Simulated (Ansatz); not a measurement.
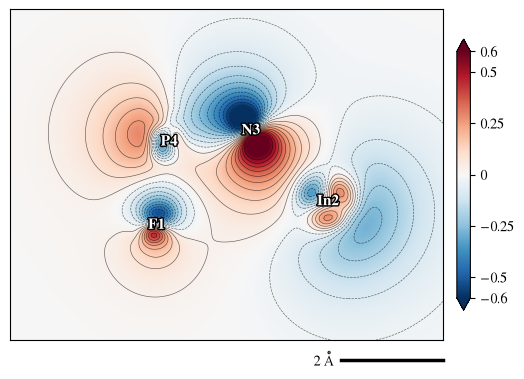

Figure 1: FInNP (SMILES F/P=[N]\[In]) (triplet). The LUMO (β) on the molecular plane (values in Å⁻³ᐟ²; the overall sign is arbitrary).

Geometry: r2SCAN-D4/def2-SVP; core potentials replace the inner electrons of In.

All numbers below come from isolated molecule in a Gaussian basis; Kohn-Sham density functional theory, functional PBE0 (Ansatz 0.2.0).

What is the character of this orbital?

It lies mainly on In2 (about 40 %), N3 (about 35 %) and P4 (about 20 %); it is symmetric in the molecular plane (an in-plane orbital: σ, lone-pair or in-plane π type). Its energy is −4.62 eV.
